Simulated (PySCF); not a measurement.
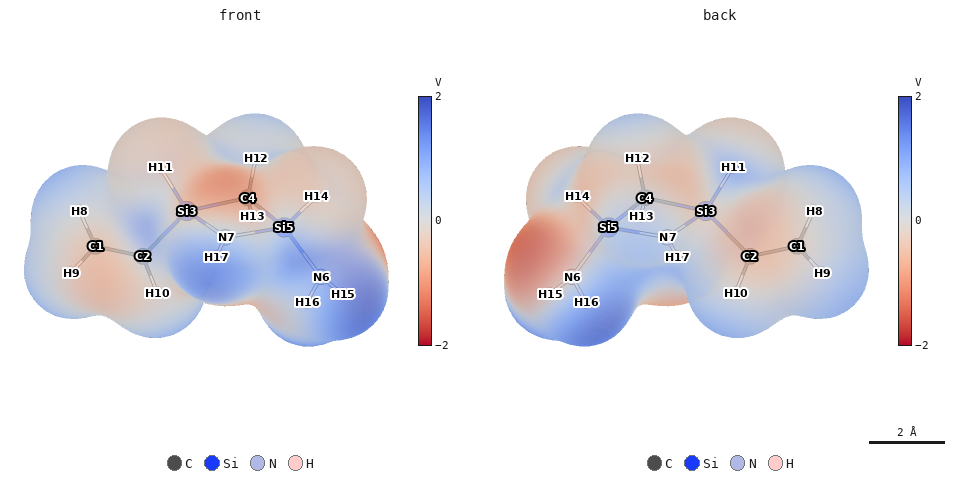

C$_{3}$H$_{10}$N$_{2}$Si$_{2}$. The molecular electrostatic potential painted on the density surface at 0.002 e/bohr³, seen from the front and from behind; the colour scale runs from red (negative) to blue (positive).

Geometry: GFN2-xTB, coordinate held.

Theory: PBE0/pcSseg-1, SCF density, gas phase, non-relativistic (PySCF).

```xyz
17

C     2.9211    0.7623    1.1737
C     1.7026    0.8317    0.6639
Si    0.6633   -0.6677    0.2032
C     0.0070   -0.7309   -1.5910
Si   -1.7759   -0.6036   -0.9277
N    -2.6442    0.7508   -1.5414
N    -1.0176   -0.5419    0.6481
H     3.3942   -0.1868    1.3690
H     3.5067    1.6362    1.4202
H     1.2757    1.8125    0.4873
H     1.2765   -1.9020    0.7070
H     0.2254   -1.6532   -2.1174
H     0.3184    0.0851   -2.2356
H    -2.6831   -1.7400   -1.0553
H    -3.6064    0.8733   -1.2748
H    -2.1839    1.6445   -1.5987
H    -1.4229   -0.3640    1.5520
```

Describe the electrostatic potential map.

Answer. The most negative region (about −1.4 V) lies over N6, the most positive (about +1.6 V) over H15 and H16. N6 is the likeliest acceptor of a hydrogen bond.

What dipole moment does the calculation give?

Answer. Its dipole moment is 1.90 D.
